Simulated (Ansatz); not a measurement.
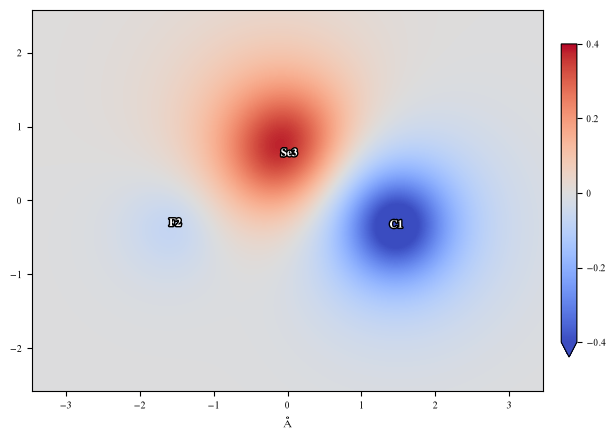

Figure 1: CFSe (SMILES [C]#[Se]F) (doublet). The LUMO (α) on a plane 0.8 Å above the molecular plane (values in Å⁻³ᐟ²; the overall sign is arbitrary).

Geometry: r2SCAN-D4/def2-SVP.

All numbers below come from isolated molecule in a Gaussian basis; Kohn-Sham density functional theory, functional PBE0 (Ansatz 0.2.0).

Input file:

```
crystal:
  periodic: [false, false, false]
  atoms:
    - symbol: C
      position_ang: [-3.072494, -1.143014, 1.580030]
    - symbol: F
      position_ang: [-1.810730, 1.401733, 0.627929]
    - symbol: Se
      position_ang: [-3.326132, 0.432878, 0.893219]
basis:
  gaussian: {orbitals: def2-TZVPD}
output: {forces: true, orbitals: {seedname: orbitals}}
hamiltonian: {xc: {name: PBE0}}
magnetization: {spin_polarized: true, initial_magnetization: 1}
```

Launched as:

```sh
ansatz run input.yaml --threads 1 --pin off --max-ram 2610MiB --events-out events.jsonl --progress --plain --runs-dir runs
```

**Describe this orbital and give its energy.**

It lies mainly on C1 (about 55 %) and Se3 (about 40 %); it changes sign across the molecular plane (π type); π-antibonding (a node) across C1–Se3. Its energy is −3.19 eV.
